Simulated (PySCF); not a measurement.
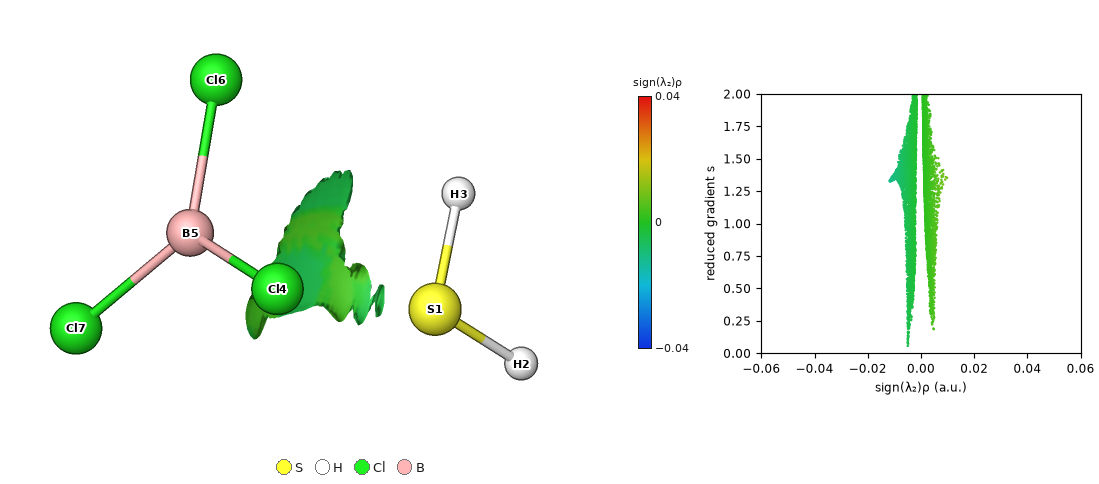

Figure. BCl3H2S, SMILES `S.ClB(Cl)Cl`. Non-covalent interaction surfaces between the fragments (reduced density gradient s = 0.4, coloured by sign(λ₂)ρ in a.u.; trimmed to the region between the fragments where ρ is under 0.06 a.u.). Fragment A: H2S (atoms 1–3); fragment B: BCl3. The plot gives s against sign(λ₂)ρ for grid points between the fragments.

Computed with PySCF, PBE0/6-31+G*, geometry: GFN2-xTB. GFN2-xTB bond lengths at metals and heavier atoms can be off by up to 0.1 Å and shapes distorted, which carries into these values.

Input script:

```python
import numpy as np
from pyscf import gto, scf, dft
from pyscf.scf import atom_ks, atom_hf
from scipy.linalg import block_diag
from pyscf.dispersion import dftd3

def solve(mol, dm0=None, hcore=None):
    mf = (dft.UKS if mol.spin else dft.RKS)(mol, xc='pbe0')
    mf.grids.level = 3
    mf = mf.density_fit(auxbasis='def2-universal-jkfit')
    mf.conv_tol, mf.max_cycle = 1e-8, 80
    if hcore is not None:
        mf.get_hcore = lambda *args: hcore
    mf.kernel(dm0)
    if not mf.converged:
        mf = mf.newton().run(mf.mo_coeff, mf.mo_occ, max_cycle=30)
    assert mf.converged, 'SCF not converged'
    return mf

mol = gto.M(atom='''
S      2.62241    -0.08636    -0.31060
H      3.87850    -0.20640    -0.72141
H      2.99189     0.45793     0.84141
Cl    -1.00566    -1.69116    -0.05825
B     -0.86901     0.01840     0.08261
Cl    -0.45790     0.72522     1.60196
Cl    -1.15314     1.02702    -1.28274
''', basis='6-31+g*', charge=0, spin=0, verbose=4)
mol_a = gto.M(atom='''
S      2.62241    -0.08636    -0.31060
H      3.87850    -0.20640    -0.72141
H      2.99189     0.45793     0.84141
ghost-Cl    -1.00566    -1.69116    -0.05825
ghost-B     -0.86901     0.01840     0.08261
ghost-Cl    -0.45790     0.72522     1.60196
ghost-Cl    -1.15314     1.02702    -1.28274
''', basis='6-31+g*', charge=0, spin=0, verbose=4)
mol_b = gto.M(atom='''
ghost-S      2.62241    -0.08636    -0.31060
ghost-H      3.87850    -0.20640    -0.72141
ghost-H      2.99189     0.45793     0.84141
Cl    -1.00566    -1.69116    -0.05825
B     -0.86901     0.01840     0.08261
Cl    -0.45790     0.72522     1.60196
Cl    -1.15314     1.02702    -1.28274
''', basis='6-31+g*', charge=0, spin=0, verbose=4)
ab, a, b = solve(mol), solve(mol_a), solve(mol_b)
e_int = ab.e_tot - a.e_tot - b.e_tot
print('counterpoise-corrected interaction energy / kcal/mol', e_int * 627.5095)
def disp(atoms, charge):
    m = gto.M(atom=atoms, charge=charge, basis='sto-3g', spin=None, unit='Bohr', verbose=0)
    return dftd3.DFTD3Dispersion(m, xc='pbe0', version='d3bj').get_dispersion()['energy']
e_disp = disp(mol._atom, mol.charge) - disp(mol._atom[:3], mol_a.charge) - disp(mol._atom[3:], mol_b.charge)
print('D3(BJ) part / kcal/mol', e_disp * 627.5095)
# spherically averaged free atoms, for the promolecule
atm = atom_ks.get_atm_nrks(mol, xc='pbe0')
pro = block_diag(*[(atm[a[0]][2] * atm[a[0]][3]) @ atm[a[0]][2].T for a in mol._atom])
np.savez('result.npz', e_int=e_int, e_disp=e_disp, dm_a=a.make_rdm1(), dm_b=b.make_rdm1(), c=ab.mo_coeff, occ=ab.mo_occ, eps=ab.mo_energy, pro=pro, d=[f.dip_moment(verbose=0) for f in (ab, a, b)])
```

Launched as:

```sh
OMP_NUM_THREADS=1 python input.py
```

The run took 15 s on 1 thread of Intel(R) Xeon(R) 6975P-C (Granite Rapids), with other jobs on the host, peak memory 0.54 GiB.

Partitions, critical points and surface values were worked out afterwards from this run's density.

Interpret the surfaces between the fragments.

Bond critical points between the fragments: S1···B5, 3.52 Å, ρ = 0.005 a.u. It is weak and appears green (van der Waals range). The pose is a local one from a semi-empirical search, not shown to be the most stable.

How strongly are they bound?

The counterpoise-corrected interaction energy of the frozen fragments is −0.1 kcal/mol without dispersion correction and −1.7 kcal/mol with D3(BJ). The pair geometry is semi-empirical, not a minimum at this level.
